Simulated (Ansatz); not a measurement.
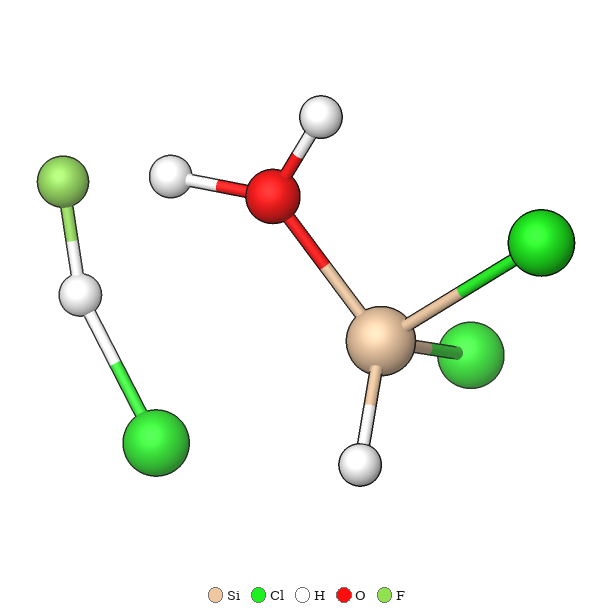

The structure as it stands in the input.

Input file:

```yaml
crystal:
  periodic: [false, false, false]
  atoms:
    - {symbol: Si, position_ang: [-0.207183, 0.891609, -0.673535]}
    - {symbol: Cl, position_ang: [1.432399, -1.027529, -1.130174]}
    - {symbol: Cl, position_ang: [-1.479913, 0.051486, -2.009142]}
    - {symbol: Cl, position_ang: [-1.362060, 2.510478, 0.033321]}
    - {symbol: H, position_ang: [0.976182, 1.621519, -1.114384]}
    - {symbol: H, position_ang: [0.098158, -0.915385, 1.135833]}
    - {symbol: O, position_ang: [-0.237728, 0.137994, 0.888521]}
    - {symbol: H, position_ang: [1.045687, -1.825904, 0.193988]}
    - {symbol: F, position_ang: [0.578566, -2.018985, 1.174663]}
    - {symbol: H, position_ang: [-0.844009, 0.574917, 1.500909]}
basis:
  gaussian: {orbitals: def2-TZVPP}
hamiltonian: {xc: {name: B97M-V}}
```

It was started with:

```sh
ansatz run in.yaml --threads 8 --pin off --events-out ev --progress --plain --max-ram 19148MiB
```

Output:

```
Functional definition: B97M-V
  name "B97M-V"
  cite "Mardirossian & Head-Gordon, J. Chem. Phys. 142, 074111 (2015) doi:10.1063/1.4907719"
  cite "Becke, J. Chem. Phys. 107, 8554 (1997) doi:10.1063/1.475007"
  cite "Vydrov & Van Voorhis, J. Chem. Phys. 133, 244103 (2010) doi:10.1063/1.3521275"
  # Of w^i u^j: cxij and so on, Table III.
  parameter cx00 = 1.000
  parameter cx01 = 1.308
  parameter cx02 = 1.901
  parameter cx10 = 0.416
  parameter cx11 = 3.070
  parameter css00 = 1.000
  parameter css02 = -1.855
  parameter css10 = -5.668
  parameter css32 = -20.497
  parameter css42 = -20.364
  parameter cos00 = 1.000
  parameter cos01 = 1.573
  parameter cos03 = -6.298
  parameter cos10 = 2.535
  parameter cos32 = -6.427
  parameter b = 6.0
  parameter c = 0.01
  gx(w, u) = cx00 + cx01*u + cx02*u^2 + (cx10 + cx11*u)*w
  gss(w, u) = css00 + css02*u^2 + css10*w + (css32*w^3 + css42*w^4)*u^2
  gos(w, u) = cos00 + cos01*u + cos03*u^3 + cos10*w + cos32*w^3*u^2
  exchange = spin_sum(e_x_unif_s*gx(b97_w, b97_u_x))
  correlation = spin_sum(e_c_pw_mod_same_spin*gss(b97_w, b97_u_same))
      + integral(e_c_pw_mod_opposite_spin*gos(b97_w_opposite, b97_u_opposite)) + vv10(b, c)
1713 factors; their error is unknown
mean field evaluation 1: about -50264.4368 eV, gradient 5.5e1 eV
mean field evaluation 2: about -50258.7364 eV, gradient 8.0e1 eV
mean field evaluation 4: about -50269.0349 eV, gradient 3.3e0 eV
mean field evaluation 8: about -50269.0632 eV, gradient 1.5e-1 eV
mean field evaluation 16: about -50269.0175 eV, gradient 8.2e-4 eV
mean field -50269.01752421 eV, -1847.3523204508 hartree, gradient 2.1e-5 eV, S^2 0.000000; 0 other end points of the search recorded, 0 dependent functions left out
reference -50269.01757846 eV, -1847.3523224446 hartree; 43, 43 occupied and 243, 243 virtual orbitals, 1713 factors
Total energy: -50269.01757846 eV, -1847.3523224446 hartree
```
